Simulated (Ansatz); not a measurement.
## Electronic structure of Br$_{2}$In (SMILES [Br][In][Br]) (doublet) in real space

```xyz
3

Br    0.2828    2.1409    0.3787
In   -0.7296   -0.0134   -0.3984
Br    0.4357   -2.1924    0.0065
```

Geometry: PBE0-D4/def2-TZVP; core potentials replace the inner electrons of In.

Computed with UKS PBE0-D4/def2-TZVPP (Ansatz 0.2.0).

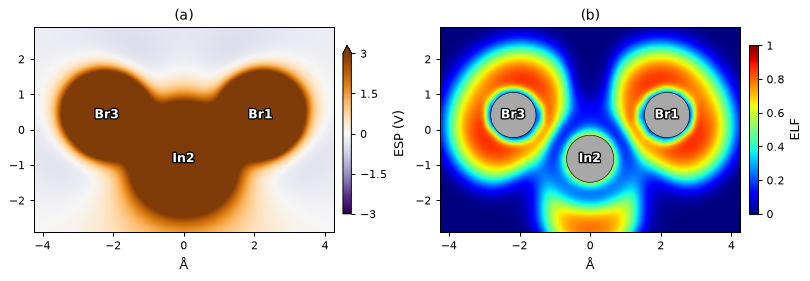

Figure 1. (a) molecular electrostatic potential; (b) ELF on the molecular plane. Grey discs cover the atomic cores in the ELF map.

> What do the fields say about this system?

The section cuts through Br and In sites. In–Br (2.50 Å): the ELF peaks at about 0.70 in the valence shell of Br, 1.0 Å from its nucleus, and drops to about 0.20 between the two atoms. The ELF also peaks beside Br3 and Br1, away from the bonds: non-bonding electrons, paired or unpaired. Outside the dense part of the molecule the potential is most negative (−0.5 V) near Br1 and Br3.

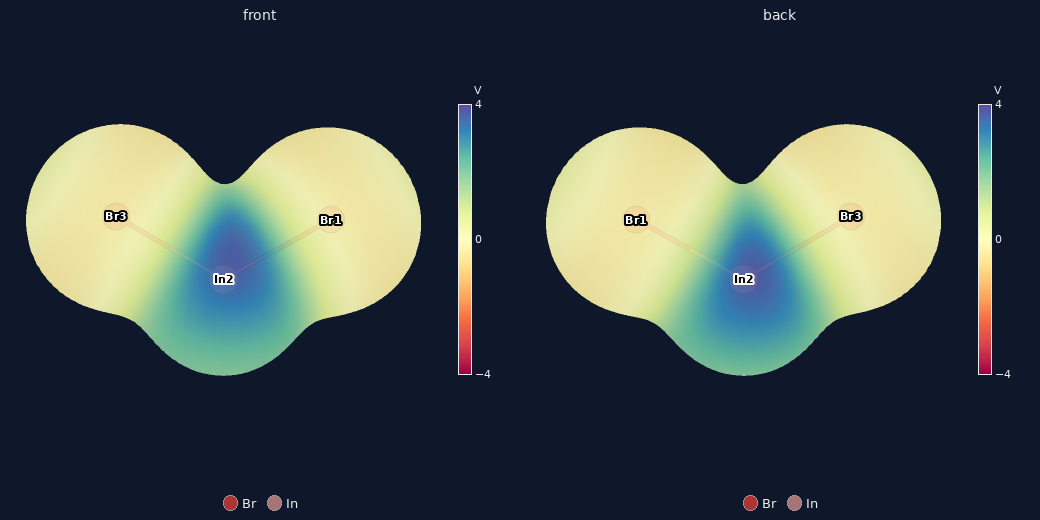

Figure 2. The electrostatic potential painted on the density surface at 0.004 e/bohr³, seen from the front and from behind; red is negative and blue positive.

> Describe the electrostatic potential map.

The most negative region (about −0.4 V) lies over Br1 and Br3, the most positive (about +3.7 V) over In2. Br1 shows a σ-hole: about +0.4 V at the tip opposite its bond, against about −0.3 V on its flanks. Br3 shows a σ-hole: about +0.4 V at the tip opposite its bond, against about −0.3 V on its flanks.

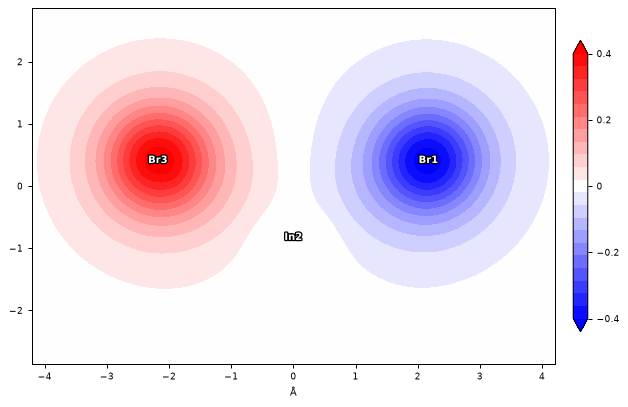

Figure 3. The HOMO−1 (β) on a plane 0.8 Å above the molecular plane (values in Å⁻³ᐟ²; the overall sign is arbitrary).

> Where does this orbital lie, and at what energy?

It lies mainly on Br1 (about 45 %) and Br3 (about 45 %); it changes sign across the molecular plane (π type). Its energy is −8.47 eV.
